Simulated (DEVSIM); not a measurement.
System: isotype n-n heterojunction GaP/Si, at 300 K.

```tsv
layer (left to right)	material	thickness (μm)	Nd (cm⁻³)	τn (s)	τp (s)
1	GaP	0.440	3.6e16	2.8e-7	2.8e-7
2	Si	0.410	6e15	2.8e-7	8.4e-8
```

Left contact: ohmic. Right contact: ohmic. Voltage is applied to the left contact. Recombination: SRH at mid-gap, Auger. Mobility is μmin + (μ − μmin)/(1 + (N/Nref)^α).

This is a model device: material constants are rounded textbook-type values typed into the input, and sizes, dopings and lifetimes were drawn at random. Values at 300 K.

```tsv
parameter	GaP	Si
gap (eV)	2.26	1.124
affinity (eV)	3.8	4.05
permittivity	11.1	11.7
Nc (cm⁻³)	1.8e19	2.86e19
Nv (cm⁻³)	1.9e19	3.1e19
μn (cm²/Vs)	250	1417
μp (cm²/Vs)	150	470
μn,min	10	52
μp,min	10	45
Nref,n	4.4e18	9.7e16
Nref,p	1e18	2.2e17
αn	0.8	0.68
αp	0.85	0.72
Cn (cm⁶/s)	1e-30	2.8e-31
Cp (cm⁶/s)	1e-30	9.9e-32
```

DEVSIM, 1D drift-diffusion, Boltzmann statistics, complete ionisation; no tunnelling, impact ionisation, image-force lowering or self-heating. Band offsets follow the typed affinities; no thermionic-emission limit at abrupt steps, no polarisation charge.

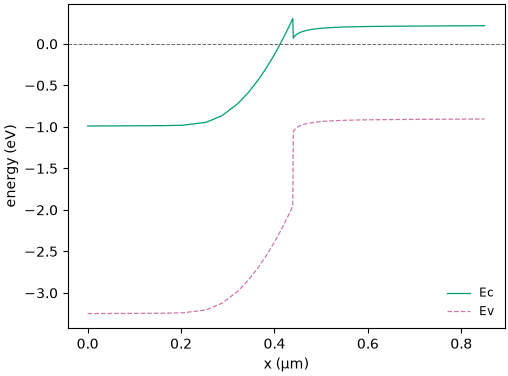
Figure. Band edges at 1.15 V on the left contact

Energies count from the Fermi level of the right contact; mesh points crowd at the junctions.

```json
[
 {"x (μm)": "0.000", "Ec (eV)": "-0.989", "Ev (eV)": "-3.249", "n (cm⁻³)": "3.6e16", "p (cm⁻³)": "< 1e2", "field (V/cm)": "240"},
 {"x (μm)": "0.004769", "Ec (eV)": "-0.989", "Ev (eV)": "-3.249", "n (cm⁻³)": "3.6e16", "p (cm⁻³)": "< 1e2", "field (V/cm)": "240"},
 {"x (μm)": "0.01342", "Ec (eV)": "-0.989", "Ev (eV)": "-3.249", "n (cm⁻³)": "3.6e16", "p (cm⁻³)": "< 1e2", "field (V/cm)": "240"},
 {"x (μm)": "0.03122", "Ec (eV)": "-0.989", "Ev (eV)": "-3.249", "n (cm⁻³)": "3.6e16", "p (cm⁻³)": "< 1e2", "field (V/cm)": "240"},
 {"x (μm)": "0.08204", "Ec (eV)": "-0.987", "Ev (eV)": "-3.247", "n (cm⁻³)": "3.6e16", "p (cm⁻³)": "< 1e2", "field (V/cm)": "240"},
 {"x (μm)": "0.1665", "Ec (eV)": "-0.985", "Ev (eV)": "-3.245", "n (cm⁻³)": "3.5e16", "p (cm⁻³)": "< 1e2", "field (V/cm)": "620"},
 {"x (μm)": "0.2879", "Ec (eV)": "-0.864", "Ev (eV)": "-3.124", "n (cm⁻³)": "6.7e14", "p (cm⁻³)": "< 1e2", "field (V/cm)": "33000"},
 {"x (μm)": "0.3796", "Ec (eV)": "-0.315", "Ev (eV)": "-2.575", "n (cm⁻³)": "1.0e14", "p (cm⁻³)": "< 1e2", "field (V/cm)": "87000"},
 {"x (μm)": "0.4118", "Ec (eV)": "-0.006", "Ev (eV)": "-2.266", "n (cm⁻³)": "8.2e13", "p (cm⁻³)": "< 1e2", "field (V/cm)": "110000"},
 {"x (μm)": "0.4281", "Ec (eV)": "0.174", "Ev (eV)": "-2.086", "n (cm⁻³)": "7.5e13", "p (cm⁻³)": "< 1e2", "field (V/cm)": "120000"},
 {"x (μm)": "0.4360", "Ec (eV)": "0.267", "Ev (eV)": "-1.993", "n (cm⁻³)": "7.2e13", "p (cm⁻³)": "< 1e2", "field (V/cm)": "120000"},
 {"x (μm)": "0.4416", "Ec (eV)": "0.080", "Ev (eV)": "-1.044", "n (cm⁻³)": "9.1e17", "p (cm⁻³)": "< 1e2", "field (V/cm)": "84000"},
 {"x (μm)": "0.4479", "Ec (eV)": "0.116", "Ev (eV)": "-1.008", "n (cm⁻³)": "2.3e17", "p (cm⁻³)": "360", "field (V/cm)": "40000"},
 {"x (μm)": "0.4603", "Ec (eV)": "0.149", "Ev (eV)": "-0.975", "n (cm⁻³)": "6.3e16", "p (cm⁻³)": "1300", "field (V/cm)": "19000"},
 {"x (μm)": "0.4956", "Ec (eV)": "0.185", "Ev (eV)": "-0.939", "n (cm⁻³)": "1.6e16", "p (cm⁻³)": "5300", "field (V/cm)": "5700"},
 {"x (μm)": "0.5496", "Ec (eV)": "0.203", "Ev (eV)": "-0.921", "n (cm⁻³)": "8.1e15", "p (cm⁻³)": "11000", "field (V/cm)": "1800"},
 {"x (μm)": "0.6532", "Ec (eV)": "0.212", "Ev (eV)": "-0.911", "n (cm⁻³)": "6.2e15", "p (cm⁻³)": "15000", "field (V/cm)": "470"},
 {"x (μm)": "0.7483", "Ec (eV)": "0.216", "Ev (eV)": "-0.908", "n (cm⁻³)": "6.0e15", "p (cm⁻³)": "17000", "field (V/cm)": "310"},
 {"x (μm)": "0.8123", "Ec (eV)": "0.218", "Ev (eV)": "-0.906", "n (cm⁻³)": "6.0e15", "p (cm⁻³)": "19000", "field (V/cm)": "290"},
 {"x (μm)": "0.8324", "Ec (eV)": "0.218", "Ev (eV)": "-0.906", "n (cm⁻³)": "6.0e15", "p (cm⁻³)": "19000", "field (V/cm)": "290"},
 {"x (μm)": "0.8435", "Ec (eV)": "0.219", "Ev (eV)": "-0.905", "n (cm⁻³)": "6.0e15", "p (cm⁻³)": "19000", "field (V/cm)": "290"},
 {"x (μm)": "0.8500", "Ec (eV)": "0.219", "Ev (eV)": "-0.905", "n (cm⁻³)": "6.0e15", "p (cm⁻³)": "19000", "field (V/cm)": "290"}
]
```
